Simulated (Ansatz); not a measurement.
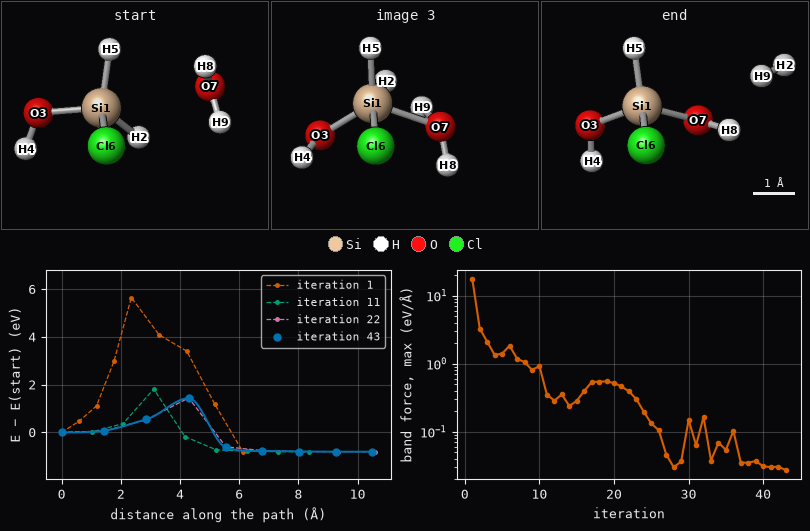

NEB run on SiH$_{5}$O$_{2}$Cl, made up at the start of SiH3OCl and H$_{2}$O. Images are numbered from 0 (start) to 8 (end). The plot follows the band through its iterations. The picture is a ball-and-stick view, seen at a tilt.

The calculation used RKS PBE0/6-31G* in Ansatz 0.2.0. Run with 7 movable images; climbing image; force threshold 0.03 eV/Å; iteration limit 60; starting path through a guess of the saddle point.

> How did the profile develop, and is the result final?

The result is final at these settings. The band converged in 43 iterations. The largest component of the band force went from 17 to 0.028 eV/Å. The climbing image converged on the top of the path. Its vibrational analysis gives one imaginary mode (1411i cm⁻¹), as a transition state must have. The first iteration put the highest image at 5.65 eV. The highest point, image 3, lies 1.43 eV above the start and 2.24 eV above the end; the end is at −0.81 eV relative to the start.

Limits of the set-up: the start holds two separate molecules, 2.7 Å apart at their closest, whose relative position is a soft coordinate and is computed without a dispersion correction.
